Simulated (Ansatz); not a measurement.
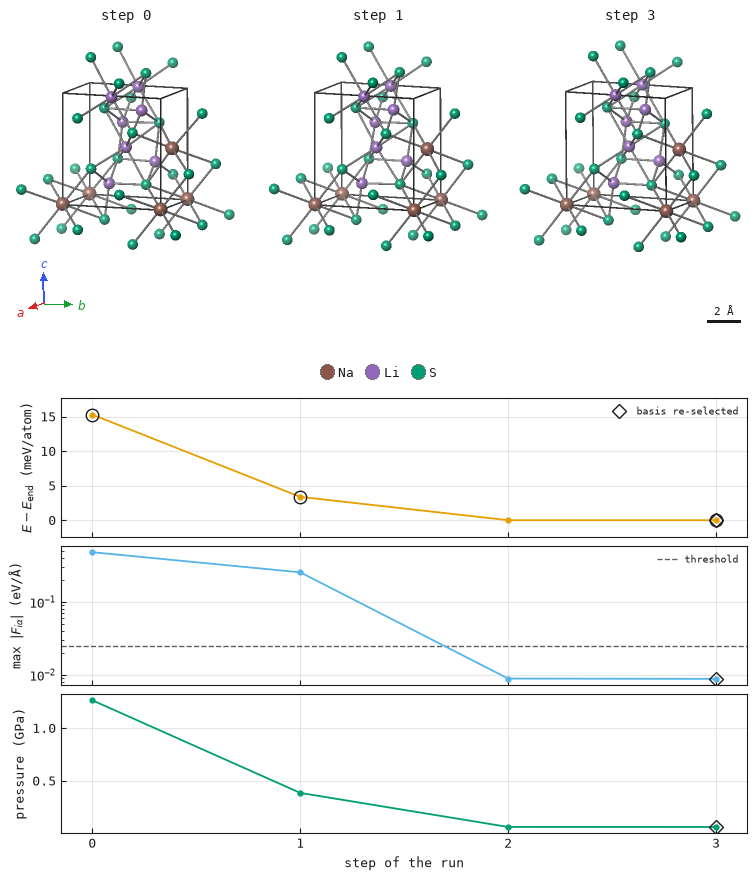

Frames of a relaxation of a crystal of NaLi3S2 (a generated structure, set up in P1) (coarse preliminary run), marked on the history of the run. Style: ball-and-stick. Shown: the cell of the calculation, slightly off an axis.

These are results of DFT PBE, scalar-relativistic, plane waves, PAW (Ansatz 0.2.0), not measurements.

The input:
```yaml
crystal:
  lattice:
    - [-2.0517395158, 3.5691300102, 0.0229172886]
    - [0.0359451266, 0.064345598, 6.6180450456]
    - [6.0316556225, 3.4977909224, 0.0665577315]
  atoms:
    - { symbol: Na, position: [0.9943103535, -0.0038126625, 0.0059661635] }
    - { symbol: Na, position: [0.5195309599, -0.0149023147, 0.5093120571] }
    - { symbol: Li, position: [-0.0024001614, 0.4984620119, -0.0108454117] }
    - { symbol: Li, position: [0.5040957788, 0.5099921439, 0.4949462446] }
    - { symbol: Li, position: [0.0179846866, 0.6742420147, 0.3285421582] }
    - { symbol: Li, position: [0.4839425817, 0.6646092832, 0.8298831502] }
    - { symbol: Li, position: [0.4960093864, 0.3350145015, 0.1606611448] }
    - { symbol: Li, position: [0.0121379232, 0.3414122407, 0.667179448] }
    - { symbol: S, position: [-0.0073740762, 0.286012031, 0.3355700257] }
    - { symbol: S, position: [0.5042765317, 0.2892788362, 0.8350225204] }
    - { symbol: S, position: [0.4875838354, 0.7103234083, 0.1667229749] }
    - { symbol: S, position: [-0.0100977996, 0.7093685057, 0.6770395243] }
basis:
  ecutwfc: 420
kpoints:
  mp_grid: { grid: [4, 2, 2] }
hamiltonian:
  xc: pbe
scf:
  occupations: { method: gaussian, width: 0.1 }
  lower_state_search: "off"
output:
  forces: true
  stress: true
  eigenvalues: true
relax:
  adjacent_minimum: "off"
  f_tol: 0.025
  max_steps: 60
  cell: { stress_tol: 0.25 }
```

Launched with:
```bash
ansatz run input.yaml --threads 1 --pin off --max-ram 2560MiB --backend cpu --events-out ev --progress --plain --runs-dir out
```

### Describe the path.

The atom that moves furthest relative to the cell is Na2 (0.14 Å along [−2 2 −1]). Largest moves by element: Na 0.14 Å, Li 0.11 Å, S 0.10 Å. Cell: a 4.117 → 4.082 Å (−0.8 %), b 6.618 → 6.714 Å (+1.4 %), c 6.973 → 7.054 Å (+1.2 %), α 88.9° → 90.1°, β 89.8° → 90.0°, γ 89.4° → 90.1°. Volume +1.8 %. Among the contacts that change: Li3–S12 2.563 → 2.765 Å, Li4–S11 2.624 → 2.769 Å, Na2–S12 2.882 → 3.020 Å, Li5–S11 2.247 → 2.381 Å. Among the angles between lasting bonds that change: S12–Li6–S12 123.7° → 117.8°, S9–Li5–S11 92.9° → 98.8°, S11–Li4–S12 100.5° → 94.8°. The space group stays P1 (No. 1). Over 2 accepted moves (3 points after the start) the energy falls by 15.3 meV per atom. The largest force component goes from 0.48 to 0.0088 eV/Å. Pressure: 1.26 GPa at the start and 0.06 GPa at the end. The SCF was repeated once at an unchanged geometry on a basis and grid sized afresh for the cell, which shifted the energy by less than 0.05 meV per atom at most. The run took 12 s on 1 thread of AMD EPYC 9R45 96-Core Processor (Zen 5), on a shared host, peak memory 0.42 GiB. From step 0 to 1: Na2 moves most (0.14 Å), volume +0.9 %, energy −11.9 meV per atom. From step 1 to 3: Li4 moves most (0.08 Å), volume +0.9 %, energy −3.4 meV per atom.

```
step  E − E(0), meV/atom  largest force component, eV/Å  pressure, GPa  volume, Å³/atom                      note
   0                0.00                         0.4848           1.26           15.829                          
   1              -11.90                         0.2565           0.38           15.966                          
   2              -15.28                         0.0089           0.06           16.112                          
   3              -15.29                         0.0088           0.06           16.112  same geometry, new basis
```
